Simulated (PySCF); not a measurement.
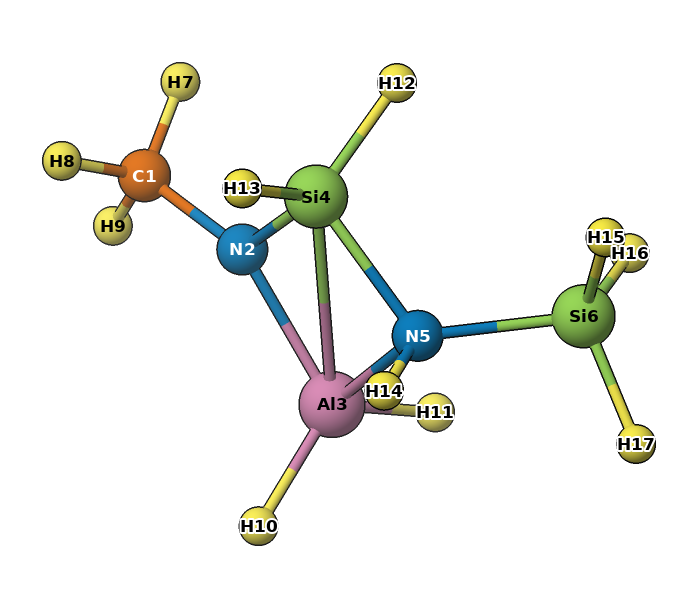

The geometry was computed by an optimisation with GFN2-xTB. No frequency run is at hand to confirm it as a minimum. Electric field gradients from the ground-state density, PBE0/pcSseg-1 (PySCF 2.14.0), non-relativistic apart from any core potentials.

Give the largest field-gradient component, the quadrupole coupling constant and the asymmetry for 14N at N2 (Q = 20.44 mb), 27Al at Al3 (Q = 146.6 mb), 14N at N5 (Q = 20.44 mb), 2H at H7 (Q = 2.86 mb), 2H at H8 (Q = 2.86 mb).

```csv
atom,V_zz (a.u.),e²qQ/h (MHz),η
N2,−0.692,−3.32,0.89
Al3,0.863,29.7,0.61
N5,−0.420,−2.02,0.91
H7,0.301,0.202,0.05
H8,0.300,0.202,0.05
```

The geometry is semi-empirical. Around Al, Si such bond lengths and angles can be off by a tenth of an ångström or more and by several degrees, and values that hang on the shape move with them.
